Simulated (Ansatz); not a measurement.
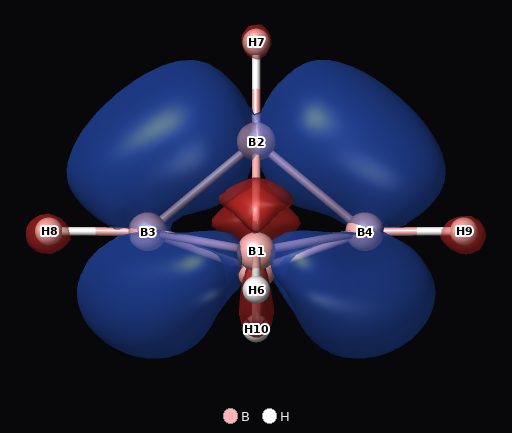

Figure. B5H5 (charge −1, doublet). Isosurfaces of the spin density at +0.015 (blue) and −0.015 e/Å³ (red), seen from one side.

Geometry: PBE0-D4/def2-SVPD.

These are results of UKS PBE0-D4/def2-TZVPD (Ansatz 0.2.0), not measurements.

```yaml
atoms:
  - { symbol: B, position_ang: [0.2090, 0.6110, 0.8448] }
  - { symbol: B, position_ang: [0.6418, -0.7881, -0.1038] }
  - { symbol: B, position_ang: [0.7452, 0.8097, -0.7378] }
  - { symbol: B, position_ang: [-0.8551, -0.6884, 0.7417] }
  - { symbol: B, position_ang: [-0.7578, 0.0707, -0.7480] }
  - { symbol: H, position_ang: [0.3653, 1.3671, 1.7799] }
  - { symbol: H, position_ang: [1.3994, -1.7273, -0.2356] }
  - { symbol: H, position_ang: [1.4793, 1.4882, -1.4069] }
  - { symbol: H, position_ang: [-1.5765, -1.3726, 1.4188] }
  - { symbol: H, position_ang: [-1.6506, 0.2296, -1.5531] }
```

Q: Describe the spin distribution.

A: The unpaired spin (1 electron) lies mostly on B4 (about 0.3), B3 (about 0.3), B2 (about 0.3), B1 (about 0.1) and B5 (about 0.1), in electrons by Hirshfeld's partition.
